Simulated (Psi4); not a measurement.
Intermolecular potential of H4Si ··· Cl2 (SMILES [SiH4] and ClCl). Monomers: optimised at B3LYP-D3(BJ) (def2-TZVP), held rigid. Orientation: lowest of the rigid-body minima from ten starts at GFN2-xTB. Only R, the distance of the centres of mass, is varied, so the lowest point isn't the relaxed dimer.

Level of theory: SAPT0/jun-cc-pVDZ, frozen core (Psi4).

Components in kcal/mol:

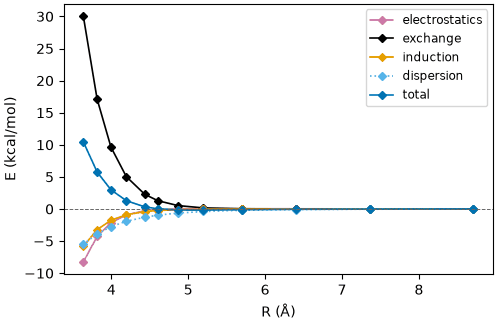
Figure. Components of the interaction energy.

```
R / Å  electrostatics  exchange  induction  dispersion  total
-----  --------------  --------  ---------  ----------  -----
3.64            -8.26     30.08      -5.83       -5.50  10.49
3.82            -4.28     17.11      -3.21       -3.87   5.76
4.00            -2.14      9.63      -1.76       -2.75   2.99
4.20            -0.92      5.04      -0.90       -1.92   1.29
4.44            -0.27      2.28      -0.41       -1.27   0.33
4.61            -0.07      1.29      -0.24       -0.96   0.02
4.87             0.05      0.53      -0.10       -0.63  -0.15
5.20             0.08      0.17      -0.04       -0.39  -0.17
5.70             0.06      0.03      -0.01       -0.20  -0.11
6.41             0.03      0.00       0.00       -0.09  -0.05
7.37             0.01      0.00       0.00       -0.03  -0.02
8.71             0.00      0.00       0.00       -0.01  -0.01
```
